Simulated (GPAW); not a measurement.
# BN (P6_3mc): one start, several treatments of the self-energy

How much does the gap of BN (P6_3mc) depend on the approximation to the self-energy?

Calculated with GPAW 26.7.0; PBE and many-body steps on it, plane waves.

The database entry behind the starting cell has ideal inner coordinates that were not refined, so it need not match the best structure at ambient conditions.

## (1) The starting structure

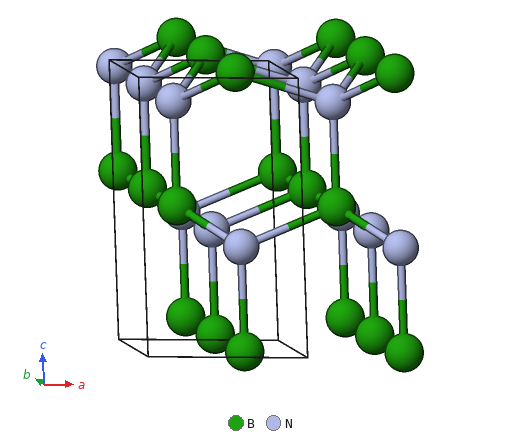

The cell as given, slightly off an axis (boron green, nitrogen light blue). 2×3×1 cells are drawn. Some periodic images of atoms are drawn too.

Coordinates:

```xyz
4
Lattice="2.5360 0.0000 0.0000 -1.2680 2.1962 0.0000 0.0000 0.0000 4.1990" Properties=species:S:1:pos:R:3 pbc="T T T"
B     1.2680    0.7321    0.0000
B     0.0000    1.4642    2.0995
N     1.2680    0.7321    1.5746
N     0.0000    1.4642    3.6741
```

The cell and positions come from the Crystallography Open Database and are kept as given unless a step says otherwise. This is not the form that BN usually takes at ambient conditions.

## (2) Empty states on the mesh, 6×6×4 mesh, 117 bands

This step: GPAW 26.7.0; DFT, PBE, plane waves, PAW.

The sums over transitions need many empty states on a uniform mesh; this step solves for them.

The input, run.py:

```python
import json
import numpy as np
from gpaw.mpi import world
from gpaw import GPAW

calc = GPAW('gs.gpw').fixed_density(kpts={'size': (6, 6, 4), 'gamma': True},
    parallel={'domain': 1, 'band': 1},
    txt='nscf.txt')
calc.diagonalize_full_hamiltonian(nbands=117)
calc.write('full.gpw', mode='all')
res = {}
kpts = calc.get_ibz_k_points()
res['kpts'] = kpts
res['eigenvalues'] = [calc.get_eigenvalues(kpt=k) for k in range(len(kpts))]
res['n_electrons'] = calc.get_number_of_electrons()

if world.rank == 0:
    with open('result.json', 'w') as f:
        json.dump(res, f, default=lambda x: x.tolist())
```

Command:

```bash
> mpirun -n 4 gpaw python run.py
```

Numbers of over 12 decimals in the logs are rounded to 6 here.

Output:

```text
Diagonalizing LCAO Hamiltonian
Converting LCAO to pw mode
convergence criteria:
- Maximum integral of absolute [eigenst]ate change: 4e-08 eV^2 / valence electron
maximum number of iterations: 100

SCF iterations
|iter     |     time |      energy | eigst |  dens |
|iter:   1|  |             | +1.07 |       |
|iter:   2|  |             | -0.59 |       |
|iter:   3|  |             | -1.60 |       |
[...]
|iter:   8|  |             | -6.51 |       |
|iter:   9|  |             | -7.21 |       |
|iter:  10|  |             | -8.01c|       |
SCF steps: 10
  __  _  _
 | _ |_)|_||  |
 |__||  | ||/\| - 26.7.0

Input parameters:
  mode=PW(ecut=600.0),
  convergence={'density': 1e-06, 'bands': -3},
  gpts=array([15, 15, 24]),
  kpts=MonkhorstPack(size=(6, 6, 4), gamma=True),
  maxiter=100,
  nbands=16,
  occupations=Occupations(name='fermi-dirac', width=0.001, fixmagmom=False),
  parallel={'domain': 1, 'band': 1},
  xc=XC(name='PBE')
Matrix size: 775x775
# Writing to full.gpw (mode='all')
  [... matrices ...]

timing:  # [seconds]
  Total: 3.016  # ━━━━━━━━━━━━━━━━━━━━━━━━━━━━━━━━━━━━━━━━━━━━━━━━━━━━━━━━━━━
```

Run time: 6.2 s. Hardware: 4 MPI ranks of Arm Neoverse V2, shared host; peak memory 0.86 GiB; 24 s of CPU time.

Numbers from this step:

- gap: 5.175 eV
- k of the valence top: 0, 0, 0
- k of the conduction bottom: 0.3333, 0.3333, 0
- least direct gap: 8.379 eV
- k points computed: 24
- lowest point of the top converged band, above the valence top: 139.6545 eV

On this mesh the gap is 5.175 eV.

## (3) G0W0, Godby-Needs plasmon pole

G0W0 replaces the xc potential by the self-energy, built once from these orbitals. Only a window of levels is corrected, while the sums run over the empty bands that the input names.

This step: G0W0 on PBE, plane waves, PAW.

The input, run.py:

```python
import json
import numpy as np
from gpaw.mpi import world
from gpaw.response.g0w0 import G0W0

gw = G0W0('full.gpw',
    filename='gw',
    kpts=[0, 4, 14],
    bands=(6, 10),
    ecut=96,
    nbands=49,
    integrate_gamma='WS',
    ppa=True)
gw.calculate()
res = {mode: {k: v for k, v in r.items() if k != 'sigma_eskwn'}
       for mode, r in gw.all_results.items()}

if world.rank == 0:
    with open('result.json', 'w') as f:
        json.dump(res, f, default=lambda x: x.tolist())
```

Command:

```bash
> mpirun -n 4 gpaw python run.py
```

Output:

```text
Using integrator: PointIntegrator
FrequencyGridDescriptor(from 0.000+0.000j to 0.000+27.211j eV, 2 points)
Nonperiodic BCs:  [False False False]
Using integrator: PointIntegrator
FrequencyGridDescriptor(from 0.000+0.000j to 0.000+27.211j eV, 2 points)
Nonperiodic BCs:  [False False False]
  ___  _ _ _
 |   || | | |
 | | || | | |
 |__ ||_____|
 |___|

BZ k-points: Symmetries present (total): 6

  [... matrices ...]
144 k-points: 6 x 6 x 4 Monkhorst-Pack grid + [1/12,1/12,1/8]
24 k-points in the irreducible part of the Brillouin zone
       k-points in crystal coordinates                weights
   0:     0.00000000    0.00000000    0.00000000          1/144
   1:     0.00000000    0.00000000    0.25000000          2/144
   2:     0.00000000    0.00000000    0.50000000          1/144
   3:     0.16666667    0.00000000   -0.25000000          6/144
   4:     0.16666667    0.00000000    0.00000000          6/144
   5:     0.16666667    0.00000000    0.25000000          6/144
   6:     0.16666667    0.00000000    0.50000000          6/144
   7:     0.33333333   -0.16666667    0.00000000          6/144
   8:     0.33333333   -0.16666667    0.25000000         12/144
   9:     0.33333333   -0.16666667    0.50000000          6/144
          ...
  23:     0.50000000    0.50000000    0.50000000          3/144

Distributing spins, k-points and bands (1 x 3 x 4) over 4 processes
Number of blocks: 1

Quasi particle states:
k-points (IBZ indices): [0, 4, 14]
Band range: (6, 10)
  [... matrices ...]
Computational parameters:
Plane wave cut-off: 96 eV
Number of bands: 49
Coulomb cutoff: None
Broadening: 0.1 eV

fxc modes: GW
Kernel: RPA
Using Godby-Needs plasmon-pole approximation:
  Fitting energy: i*E0, E0 = 1.000 Hartree
Summing all q:

Calculating screened Coulomb potential
No Coulomb truncation
FrequencyGridDescriptor(from 0.000+0.000j to 0.000+27.211j eV, 2 points)
Removing empty qpoint cache files...

Calculating chi0 body with:
    Ground state adapter containing:
    Number of spins: 1
    Number of kpoints: 144
    Number of irreducible kpoints: 24
    Number of completely occupied states: 8
    Number of partially occupied states: 8
    Occupied states memory: 0.6591796875 M / cpu

    Linear response parametrization:
    q_c: [1.3877787807814457e-17, 1.3877787807814457e-17, 0.0]
    Number of frequency points: 2
    Planewave cutoff: 96.0
    Number of bands: 49
    Number of planewaves: 43
    Broadening (eta): 1e-06
    comm.size: 4
    kncomm.size: 4
    blockcomm.size: 1

    Memory estimate of potentially large arrays:
        chi0_wGG: 0.056427 M / cpu
Integrating chi0 body.

Symmetries of q_c:
    Direct symmetries (Uq -> q): 6
    Indirect symmetries (TUq -> q): 6
In total 12 allowed symmetries.

  [... matrices ...]
24 groups of equivalent kpoints. 83.333333% reduction.

Integral kind: response function
Integrating chi0 head and wings.

Symmetries of q_c:
    Direct symmetries (Uq -> q): 6
    Indirect symmetries (TUq -> q): 6
In total 12 allowed symmetries.

  [... matrices ...]
24 groups of equivalent kpoints. 83.333333% reduction.

Integral kind: response function wings

Calculating chi0 body with:
    Ground state adapter containing:
    Number of spins: 1
    Number of kpoints: 144
    Number of irreducible kpoints: 24
    Number of completely occupied states: 8
    Number of partially occupied states: 8
[... the further q-points ...]

Results:
f:      Occupation numbers
eps:     KS-eigenvalues [eV]
vxc:     KS vxc [eV]
exx:     Exact exchange [eV]
sigma:   Self-energies [eV]
dsigma:  Self-energy derivatives
Z:       Renormalization factors
qp:      QP-energies [eV]

k-point 0 (0): (0.000, 0.000, 0.000)                GW
band       f     eps     vxc     exx   sigma  dsigma       Z      qp
                                                                   GW
   6   1.000  10.426 -19.439 -22.997   3.217  -0.202   0.832  10.143
   7   1.000  10.427 -19.439 -22.997   3.217  -0.202   0.832  10.143
   8   0.000  18.850 -14.416  -7.760  -4.721  -0.181   0.847  20.490
   9   0.000  18.850 -14.416  -7.760  -4.721  -0.181   0.847  20.490

k-point 1 (4): (0.167, 0.000, 0.000)                GW
band       f     eps     vxc     exx   sigma  dsigma       Z      qp
                                                                   GW
   6   1.000   9.564 -18.812 -22.461   3.182  -0.202   0.832   9.176
   7   1.000   9.812 -19.084 -22.815   3.293  -0.203   0.831   9.448
[...]
k-point 2 (14): (0.333, 0.333, 0.000)                GW
band       f     eps     vxc     exx   sigma  dsigma       Z      qp
                                                                   GW
[...]
7   1.000   4.947 -16.901 -22.165   4.058  -0.222   0.819   3.960
   8   0.000  15.602 -12.200  -6.933  -4.138  -0.163   0.860  16.573
   9   0.000  23.973 -17.238  -8.877  -5.762  -0.218   0.821  26.106
```

Wall time 21 s (4 MPI ranks); peak memory 0.98 GiB.

Numbers from this step:

* G0W0 gap on the points computed: 6.431 eV
* least direct G0W0 gap on the computed points: 10.15 eV
* Z at the valence top: 0.8318
* Z at the conduction bottom: 0.8599
* starting gap on the mesh: 5.175 eV
* k of the valence top: 0, 0, 0
* k of the conduction bottom: 0.3333, 0.3333, 0

The gap on the mesh goes from 5.18 eV to 6.43 eV, a correction of +1.26 eV.

## (4) One-shot HSE06

This step: one-shot HSE06 levels on PBE orbitals, plane waves, PAW.

The input, run.py:

```python
import json
import numpy as np
from gpaw.mpi import world
from gpaw.hybrids.eigenvalues import non_self_consistent_eigenvalues

dft, vxc, vxc_hyb = non_self_consistent_eigenvalues('full.gpw', 'HSE06', 6, 10, kpt_indices=[0, 4, 14])
res = {'dft': dft[0], 'hybrid': (dft - vxc + vxc_hyb)[0]}
if world.rank == 0:
    with open('hybrid.txt', 'w') as f:
        for k, e0, e1 in zip([0, 4, 14], res['dft'], res['hybrid']):
            print(k, ' '.join(f'{x:9.4f}' for x in e0), '|', ' '.join(f'{x:9.4f}' for x in e1), file=f)

if world.rank == 0:
    with open('result.json', 'w') as f:
        json.dump(res, f, default=lambda x: x.tolist())
```

Command:

```bash
> mpirun -n 4 gpaw python run.py
```

Output:

```text
IBZ(<points: 24, symmetries: 6>)
Occupied bands: 8
Transforming wave functions from IBZ to BZ: 0.020 seconds
Distributing wave functions and iFFT-ing to real space: 0.180 seconds
Calculating eigenvalues:
  k-points: 3
  Bands: 6-9 (inclusive)
  Seconds: 0.605 (wave-function broadcasting: 0.008 seconds)
HSE06-eigenvalue shifts:
  min: -1.266 eV
  ave: -0.049 eV
  max: 1.305 eV
```

It took 2.9 s on 4 MPI ranks; peak memory 0.7 GiB.

Numbers from this step:

```yaml
starting_gap_on_the_mesh: 5.175 eV
hybrid_gap_on_the_mesh: 6.582 eV
least_direct_hybrid_gap_on_the_computed_points: 10.08 eV
```

[end of part 1 of 2]

[Paths, hosts, dates, memory and timing lines, banners, echoed tables and standing remarks are left out of the program output.]

[Logs are printed without paths, hosts, clocks, repeated set-up lines and the standing remarks that a program may print on its own settings, such as how far it seeks lower states.]

[Runs of the session that timed out or met a known fault of the program may be left out.]

[Hosts, paths, dates, database ids (printed as entryN), source tags and the programs' standing remarks are cut or masked in the printed files.]
